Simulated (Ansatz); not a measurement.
Run report: CuRe$_{12}$, molecular dynamics (part 3 of 3)

The same run, continued: CuRe$_{12}$ (defect cell, 13 atoms in the cell); DFT PBEsol, scalar-relativistic, plane waves, PAW, no spin polarisation (Ansatz 0.2.0); cutoff 420 eV, 2×2×2 k-mesh, Fermi–Dirac smearing of 0.15 eV. One setting was made poor on purpose. It belongs to a series of runs on one base structure; here: dynamics from the start.

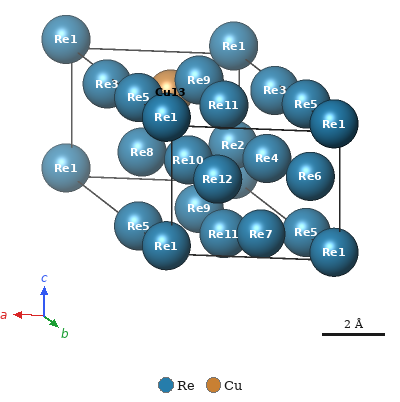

Figure 1. The geometry at step 129 of the log (spheres-only view of the cell of the calculation, seen at an oblique angle; atoms are numbered from 1 in the order of the input).

Trajectory as extended XYZ, continued
```
13
Lattice="5.5200 0.0000 0.0000 -4.1400 7.1707 0.0000 0.0000 0.0000 4.4574" Properties=species:S:1:pos:R:3:forces:R:3 step=57 time_fs=513.0 energy=-135427.24571 temperature=1052.8
Re    0.0156    0.0246    0.1957    0.0519  -0.9920  -0.3585
Re   -0.1936    1.8159    2.0989    2.1924  -1.8095   0.9017
Re   -1.4258    2.2334   -0.2751   -1.0321   0.4680  -0.8441
Re   -1.4565    4.0968    2.1003    0.8794   0.5708   1.2770
Re   -2.8893    4.5700   -0.0506    2.0222   1.6905  -0.1694
Re   -2.9165    6.2504    2.2328   -0.7829  -2.0182   0.7048
Re    2.8591   -0.4020    0.5746    1.7514  -1.6838   0.5173
Re    2.7577    1.8898    1.6389    0.4811   0.9902   2.4050
Re    1.0804    2.5544    0.0863    0.5552  -1.3682  -3.0016
Re    1.2851    4.0522    2.3034   -0.3560  -1.1346  -0.8428
Re    0.0228    4.7271   -0.0514   -2.5737   0.6718   0.9828
Re    0.2070    6.3903    2.6241   -3.0474   2.3323  -2.3156
Cu    2.0705    0.7377    3.3630   -0.1415   2.2825   0.7434
13
Lattice="5.5200 0.0000 0.0000 -4.1400 7.1707 0.0000 0.0000 0.0000 4.4574" Properties=species:S:1:pos:R:3:forces:R:3 step=71 time_fs=639.0 energy=-135428.30791 temperature=605.2
Re    0.0417   -0.2570    0.1731   -0.3607   1.6297   0.2865
Re    0.1436    1.5190    2.0295   -2.4114   1.7320  -0.9835
Re   -1.4458    2.0628   -0.3168    0.5736   0.2294  -0.4634
Re   -1.2982    4.1435    2.3305   -1.1114   0.1224  -1.1820
Re   -2.8441    4.6153    0.0912    1.7297  -0.4093  -1.3181
Re   -3.0186    6.0058    2.2494    1.0724   3.1223   2.3021
Re    2.8192   -0.4077    0.5181    0.2323   0.6735   0.7995
Re    2.8929    2.2063    1.7788    0.5234  -0.2565  -0.7372
Re    1.1226    2.6244   -0.0635   -0.0010  -1.7999  -0.2349
Re    1.1268    4.1383    2.1266   -0.2430  -2.7725   2.2646
Re   -0.0482    4.7368   -0.0512   -1.2945   0.2762   0.0280
Re   -0.0945    6.7854    2.6454    0.0838  -0.6496  -1.6782
Cu    1.9208    0.8259    3.2659    1.2068  -1.8977   0.9166
13
Lattice="5.5200 0.0000 0.0000 -4.1400 7.1707 0.0000 0.0000 0.0000 4.4574" Properties=species:S:1:pos:R:3:forces:R:3 step=86 time_fs=774.0 energy=-135428.38526 temperature=598.8
Re   -0.0638   -0.1354    0.1929   -0.0968   0.1786  -0.0018
Re    0.0586    1.7585    1.9825   -0.2615  -1.8454   0.0654
Re   -1.3739    2.1103   -0.4817    0.5094   0.0461  -0.5889
Re   -1.4762    4.2929    2.3356    1.8695  -1.8794   0.4318
Re   -2.7853    4.6039    0.0219   -0.3432   0.0132   1.1386
Re   -3.1140    6.1266    2.4085    1.0179   0.8629  -1.2979
Re    2.6212   -0.2644    0.6062    1.2997  -0.8862   1.1966
Re    2.9631    2.1608    1.5189    0.7250   0.4191   3.1729
Re    1.1835    2.4544   -0.0498   -0.3640  -0.2251  -1.9042
Re    1.2816    3.9725    2.3500   -1.3656  -0.2124  -0.4421
Re   -0.0438    4.6716    0.1431   -0.6037   1.0576  -0.6700
Re    0.0574    6.4694    2.5452   -2.6420   0.5168  -0.6513
Cu    2.1814    0.6843    3.0839    0.2554   1.9542  -0.4491
13
Lattice="5.5200 0.0000 0.0000 -4.1400 7.1707 0.0000 0.0000 0.0000 4.4574" Properties=species:S:1:pos:R:3:forces:R:3 step=100 time_fs=900.0 energy=-135427.51229 temperature=1253.3
Re   -0.0091   -0.2026   -0.0889    0.2613   0.2022   2.9570
Re   -0.0659    1.3581    1.9996    0.9086   3.1221  -0.1073
Re   -1.2717    2.0605   -0.2055   -0.6507   1.2984  -3.6791
Re   -1.3401    4.2212    2.5096   -0.0263  -2.7687  -1.0368
Re   -2.8312    4.6971    0.2240    0.6934  -0.3781  -1.1372
Re   -2.9750    5.9973    2.3125    0.1630   1.6619  -0.8960
Re    2.8222   -0.1620    0.3440   -1.0843  -0.4248   1.6077
Re    2.9304    2.2522    1.6874    1.1112   1.6856   0.7241
Re    1.2089    2.6017   -0.0811    0.1257  -1.7026  -0.0568
Re    1.1920    4.0083    2.3076   -1.0317  -0.3500   0.2080
Re   -0.2165    4.7459    0.2057    1.4358  -0.4047   0.1770
Re   -0.0753    6.5984    2.4036   -1.7441  -1.6189  -0.3483
Cu    2.0050    0.8163    2.9516   -0.1618  -0.3223   1.5878
13
Lattice="5.5200 0.0000 0.0000 -4.1400 7.1707 0.0000 0.0000 0.0000 4.4574" Properties=species:S:1:pos:R:3:forces:R:3 step=114 time_fs=1026.0 energy=-135426.55349 temperature=2281.2
Re   -0.1310   -0.1117    0.3622    1.0559   0.7596  -2.6376
Re   -0.0387    1.8973    1.8196   -0.6558  -0.8883   3.3784
Re   -1.5108    2.0806   -0.3863    2.5022  -0.3869  -3.3677
Re   -1.2897    4.2414    2.3393   -0.2006  -1.0647  -0.6064
Re   -2.6634    4.5410    0.0141   -0.1248   0.1900   0.9164
Re   -3.1748    6.0303    2.2215    1.9836   2.9718   1.0029
Re    2.7174   -0.2669    0.5383    0.4797  -1.7424   1.7551
Re    2.8760    2.1147    1.6309    0.1774   0.6367   4.2620
Re    1.2711    2.3532   -0.1285   -1.5722   2.9157  -0.6504
Re    1.3628    4.0456    2.3937   -2.1566  -3.5945  -1.3655
Re    0.1641    4.7531    0.0008   -2.2994  -1.3809   2.0920
Re   -0.1796    6.5575    2.7465    1.2855   1.3723  -2.2235
Cu    1.9025    0.6403    3.1458   -0.4750   0.2116  -2.5559
13
Lattice="5.5200 0.0000 0.0000 -4.1400 7.1707 0.0000 0.0000 0.0000 4.4574" Properties=species:S:1:pos:R:3:forces:R:3 step=129 time_fs=1161.0 energy=-135427.47354 temperature=1469.5
Re    0.2005   -0.1311    0.2368   -3.4027   0.0185  -0.7284
Re    0.0101    1.6286    1.8992    1.1774   0.2235   3.5378
Re   -1.4354    2.2766   -0.3897    1.1999  -2.3024  -0.2711
Re   -1.3830    4.0707    2.3383   -0.1332   2.0154  -2.2370
Re   -2.7257    4.4775   -0.0295   -1.4028   0.5226   1.8013
Re   -3.0575    6.1582    2.5244    0.4477  -0.2168  -1.8255
Re    2.6574   -0.5645    0.6203    0.7874   1.3309  -1.2057
Re    2.9633    2.0353    1.6658   -1.7034   0.8713  -0.9695
Re    1.0151    2.6122   -0.0084    1.5389  -1.4521  -2.1400
Re    1.1970    4.0960    2.1919   -0.1746  -0.7428   0.5063
Re   -0.0559    4.8195   -0.0572    1.7579  -0.1383   0.5937
Re   -0.0693    6.6780    2.4862    1.0740  -0.3771   1.9718
Cu    2.1574    0.8724    3.3626   -1.1665   0.2472   0.9664
13
Lattice="5.5200 0.0000 0.0000 -4.1400 7.1707 0.0000 0.0000 0.0000 4.4574" Properties=species:S:1:pos:R:3:forces:R:3 step=143 time_fs=1287.0 energy=-135428.64014 temperature=863.9
Re   -0.0392   -0.1467    0.2440    0.8401  -0.0101  -2.0663
Re    0.0509    1.5822    2.1333    0.6793   0.7937  -1.6623
Re   -1.4252    2.1111   -0.4138    0.3658   0.2378   0.9502
Re   -1.3184    4.1203    2.2498   -1.2955   0.6141   1.2922
Re   -2.8694    4.6805    0.0668   -0.0304  -0.2505  -0.4866
Re   -2.9874    6.1823    2.2550    0.2426  -1.9317   1.1464
Re    2.9012   -0.3820    0.5598   -1.7794   0.8595  -1.7254
Re    2.9380    2.1599    1.6589   -0.8456  -0.7238   0.4628
Re    1.1152    2.5601   -0.0312    0.3423  -0.4878  -0.4165
Re    1.1782    3.9819    2.2152    0.5729   1.2813   1.3920
Re   -0.2012    4.6216    0.0734    1.2902   1.0865  -2.1681
Re    0.0049    6.7064    2.4974   -0.5123  -1.3368   2.9830
Cu    2.0663    0.8119    3.2735    0.1299  -0.1321   0.2984
13
Lattice="5.5200 0.0000 0.0000 -4.1400 7.1707 0.0000 0.0000 0.0000 4.4574" Properties=species:S:1:pos:R:3:forces:R:3 step=157 time_fs=1413.0 energy=-135428.46273 temperature=550.5
Re    0.0507   -0.0603    0.1022   -0.2938  -0.6086   0.0569
Re   -0.0524    1.7294    1.9483    1.2985  -1.3951  -0.3593
Re   -1.3788    2.0073   -0.4034   -0.5019   1.0322   0.3635
Re   -1.4538    4.1926    2.3311    0.9007   0.1735   1.6567
Re   -2.7566    4.5881    0.1339    0.2475   0.1581  -1.8469
Re   -3.1477    6.0834    2.1554    0.6209   0.3789   1.6004
Re    2.7998   -0.1841    0.6554   -0.1426  -0.5443  -1.1104
Re    2.9264    2.2209    1.7467   -0.2259  -0.8434   0.1657
Re    1.3262    2.4264   -0.1562   -2.3189   1.9463   1.4025
Re    1.0973    3.9778    2.2998    0.9633   0.3182   0.8978
Re    0.0354    4.7522    0.1486   -1.5400  -0.0192  -0.9972
Re   -0.0881    6.4909    2.5843    0.7626   0.9341   0.3337
Cu    2.0342    0.6743    3.1629    0.2295  -1.5306  -2.1634
13
Lattice="5.5200 0.0000 0.0000 -4.1400 7.1707 0.0000 0.0000 0.0000 4.4574" Properties=species:S:1:pos:R:3:forces:R:3 step=171 time_fs=1539.0 energy=-135428.05036 temperature=1330.7
Re    0.0029   -0.2312    0.0480   -2.0427   0.8723   0.2566
Re    0.1273    1.4397    1.9629   -1.7557   0.8144   0.7393
Re   -1.4294    2.1735   -0.4087    0.2784  -0.7052  -1.1195
Re   -1.2362    4.1564    2.4101   -0.2295   0.0907  -0.1154
Re   -2.8426    4.7319    0.1476    0.5510  -2.7156  -0.0460
Re   -2.8862    5.9863    2.3245   -2.2737   1.2105   0.9654
Re    2.5737   -0.2595    0.4860    2.2966   1.2691  -1.2050
Re    3.0557    2.2945    1.6450   -0.9912  -1.2402   0.2414
Re    0.9795    2.4639    0.0328    1.6818   0.8339  -1.3715
Re    1.2616    3.9476    2.3770   -0.8058   0.4591   0.0419
Re   -0.1094    4.7642    0.1793    0.5944   0.6110  -0.4121
Re   -0.1333    6.6822    2.3694    1.5747  -1.1892   1.6972
Cu    2.0192    0.8943    3.0818    1.1218  -0.3108   0.3275
13
Lattice="5.5200 0.0000 0.0000 -4.1400 7.1707 0.0000 0.0000 0.0000 4.4574" Properties=species:S:1:pos:R:3:forces:R:3 step=186 time_fs=1674.0 energy=-135426.23235 temperature=2143.0
Re   -0.0109   -0.0119    0.3662   -0.1676  -1.1757  -3.0309
Re    0.0537    1.7427    2.0186   -1.2236  -0.3385   1.5557
Re   -1.3160    2.2166   -0.4388   -1.4819  -1.0286   0.1203
Re   -1.5392    4.0890    2.2440    3.1872  -0.9366   0.7677
Re   -2.5609    4.5608    0.0143   -3.0634  -0.1083   0.8160
Re   -3.0202    6.0970    2.3395    1.2639   3.6471   0.4115
Re    2.7272   -0.3988    0.4375    0.9192  -1.0055   0.7884
Re    2.7520    1.8673    1.4636    3.6818   2.1239   1.1671
Re    1.0931    2.6853    0.0396    0.5482  -2.0396  -1.5769
Re    1.3221    4.1249    2.4845   -2.3147  -2.5283  -3.6889
Re   -0.0600    4.7054    0.0023   -0.4734   2.1662   1.7931
Re   -0.0774    6.4626    2.5434   -0.2052   1.6045  -0.3982
Cu    2.0198    0.9195    3.2559   -0.6706  -0.3806   1.2751
13
Lattice="5.5200 0.0000 0.0000 -4.1400 7.1707 0.0000 0.0000 0.0000 4.4574" Properties=species:S:1:pos:R:3:forces:R:3 step=200 time_fs=1800.0 energy=-135427.56754 temperature=1739.8
Re   -0.0242   -0.0124    0.1290    1.0116  -2.2671   1.1950
Re    0.0910    1.4804    2.0989   -0.0974   3.2803   0.3155
Re   -1.4723    2.0468   -0.1525    0.1204   1.8871  -1.7118
Re   -1.3388    4.2167    2.0569    1.2489  -1.2779   0.8630
Re   -2.9607    4.6509   -0.0073    3.0597   0.0113  -0.7465
Re   -3.0489    6.0365    2.3090    0.6627   2.5325   0.2380
Re    2.8590   -0.4819    0.6094   -0.3148  -0.4085   0.0578
Re    2.8509    2.1911    1.9151    0.9143  -1.1914  -0.5434
Re    1.1396    2.4874   -0.0504   -0.6757   1.0009   1.4451
Re    1.2149    4.0082    2.1581   -2.1262   0.1942  -0.6819
Re    0.0877    4.7796   -0.2082   -3.1971  -0.3591   1.4120
Re   -0.0366    6.7991    2.5934   -1.0161  -1.5540   0.1091
Cu    2.0253    0.7389    3.4412    0.4096  -1.8483  -1.9518
```

The run was set up as follows.

The input
```yaml
accuracy: low
crystal:
  lattice:
    - [5.52, 0.0, 0.0]
    - [-4.14, 7.17069, 0.0]
    - [0.0, 0.0, 4.4574]
  atoms:
    - { symbol: Re, position: [-0.01776626, -0.02249315, 0.03303666] }
    - { symbol: Re, position: [0.17492111, 0.22659467, 0.44499378] }
    - { symbol: Re, position: [-0.03626335, 0.28902367, -0.09067068] }
    - { symbol: Re, position: [0.18372567, 0.57833988, 0.53115298] }
    - { symbol: Re, position: [-0.02353486, 0.64282365, 0.02244484] }
    - { symbol: Re, position: [0.09255898, 0.84977371, 0.5165979] }
    - { symbol: Re, position: [0.4680236, -0.04334913, 0.12004335] }
    - { symbol: Re, position: [0.75926252, 0.30450857, 0.37401884] }
    - { symbol: Re, position: [0.47044642, 0.35229274, -0.01590381] }
    - { symbol: Re, position: [0.63437555, 0.56128944, 0.51728359] }
    - { symbol: Re, position: [0.48468064, 0.66186351, 0.02048042] }
    - { symbol: Re, position: [0.68750863, 0.92444796, 0.56503469] }
    - { symbol: Cu, position: [0.45036535, 0.11031818, 0.71117543] }
basis:
  ecutwfc: 420.0
kpoints:
  mp_grid: { grid: [2, 2, 2] }
hamiltonian:
  xc: pbesol
scf:
  occupations: { method: fermi_dirac, width: 0.15 }
  lower_state_search: "off"
  max_iter: 79
md:
  timestep: 9
  n_steps: 200
  ensemble: nvt_nose_hoover
  temperature: 1200.0
  initial_velocities: maxwell_boltzmann
  seed: 152808
  nose_hoover: { tau: 100.0, chain_length: 1 }
```

Run as:
```bash
ansatz run input.yaml --threads 2 --pin off --max-ram 5120MiB --backend cpu --events-out ev --progress --plain --runs-dir out
```

Summary

| quantity | value |
| --- | --- |
| outcome | finished |
| mean temperature over the second half | 1363 K |
| trajectory | 200 steps, 1800 fs |
| ensemble | nvt_nose_hoover |
| temperature in the input | 1200.0 K |
| time step | 9 fs |
| electrons treated | 199 |
| potential energy (free energy of the electrons) (last step) | −135427.5675 eV |
| Fermi energy (last step) | 25.638 eV |
| largest force (length of the vector) (last step) | 3.513 eV/Å |
| hardware | 2 threads of Intel Xeon (Sapphire Rapids), 16 GiB of memory available, shared host |
| wall time | 11 min (CPU time 21 min) |
| peak memory | 0.78 GiB |

Notes

The time step is long for the lightest atoms at this temperature, so the integration is inaccurate. The input asks for low accuracy. Spin–orbit coupling is left out, which matters for Re. The k-point mesh is coarse for a cell of this size, so the results may not be converged.
